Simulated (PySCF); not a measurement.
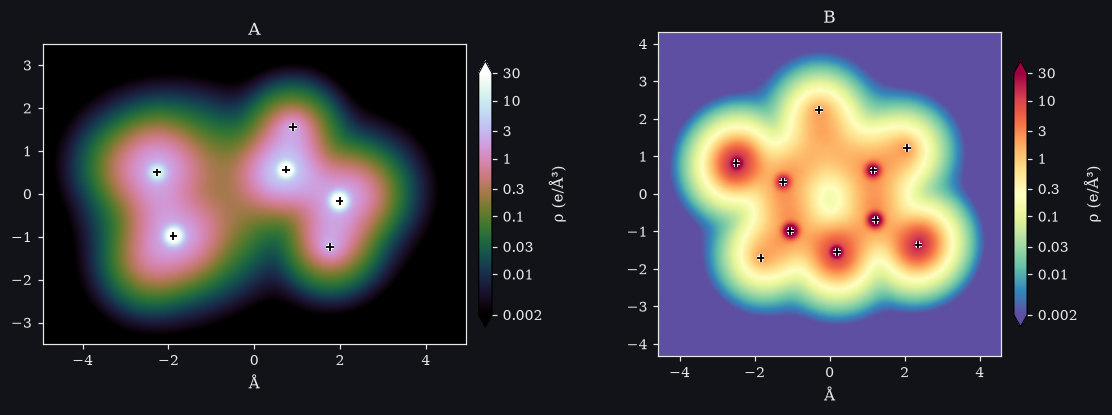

The electron density of 2 systems, each on a plane through atoms (crosses mark nuclei in the plane).

These are results of PBE0/def2-SVPD, SCF density, gas phase (PySCF), not measurements.

System 1: C$_{3}$H$_{9}$NSi (SMILES CN[SiH]1CC1), the plane of atoms N2, C1 and H8. Geometry: GFN2-xTB.

```json
{"atom": "C", "x (Å)": "-2.2827", "y (Å)": "0.0643", "z (Å)": "0.3754"}
{"atom": "N", "x (Å)": "-1.1013", "y (Å)": "-0.5636", "z (Å)": "-0.1715"}
{"atom": "Si", "x (Å)": "0.2809", "y (Å)": "0.3383", "z (Å)": "-0.6454"}
{"atom": "C", "x (Å)": "1.6482", "y (Å)": "0.5016", "z (Å)": "0.6320"}
{"atom": "C", "x (Å)": "1.9092", "y (Å)": "-0.5673", "z (Å)": "-0.4465"}
{"atom": "H", "x (Å)": "-2.9301", "y (Å)": "0.4973", "z (Å)": "-0.3964"}
{"atom": "H", "x (Å)": "-2.8640", "y (Å)": "-0.6663", "z (Å)": "0.9409"}
{"atom": "H", "x (Å)": "-1.9758", "y (Å)": "0.8618", "z (Å)": "1.0484"}
{"atom": "H", "x (Å)": "-1.3417", "y (Å)": "-1.3713", "z (Å)": "-0.7283"}
{"atom": "H", "x (Å)": "0.1612", "y (Å)": "1.3750", "z (Å)": "-1.6634"}
{"atom": "H", "x (Å)": "2.3157", "y (Å)": "1.3513", "z (Å)": "0.6163"}
{"atom": "H", "x (Å)": "1.5150", "y (Å)": "0.1231", "z (Å)": "1.6356"}
{"atom": "H", "x (Å)": "1.9404", "y (Å)": "-1.5888", "z (Å)": "-0.0972"}
{"atom": "H", "x (Å)": "2.7246", "y (Å)": "-0.3559", "z (Å)": "-1.1221"}
```

System 2: C$_{5}$H$_{3}$F$_{3}$O, the plane of atoms C2, O9 and C8. Geometry: GFN2-xTB.

```xyz
12

F    -1.4354    2.3765   -0.6074
C    -0.7184    1.3003   -0.2977
C    -1.2425    0.0798   -0.2540
C    -0.4081   -1.0793    0.1870
F    -0.7414   -1.4101    1.5102
C     1.0307   -0.6705    0.1276
F     1.9407   -1.6565    0.2014
C     1.4319    0.5947    0.0264
O     0.5711    1.6329   -0.1228
H    -2.2915   -0.0698   -0.4376
H    -0.6020   -1.9985   -0.3801
H     2.4660    0.8999    0.0209
```

> Match each panel to its system.

Panel A is system 1, C$_{3}$H$_{9}$NSi: the plane holds C, N and H. C–N (1.45 Å): the density is about 1.9 e/Å³ at the midpoint. Panel B is system 2, C$_{5}$H$_{3}$F$_{3}$O: the plane holds F, C, O and H. C–C (1.33 Å): ρ is about 2.3 e/Å³ halfway.
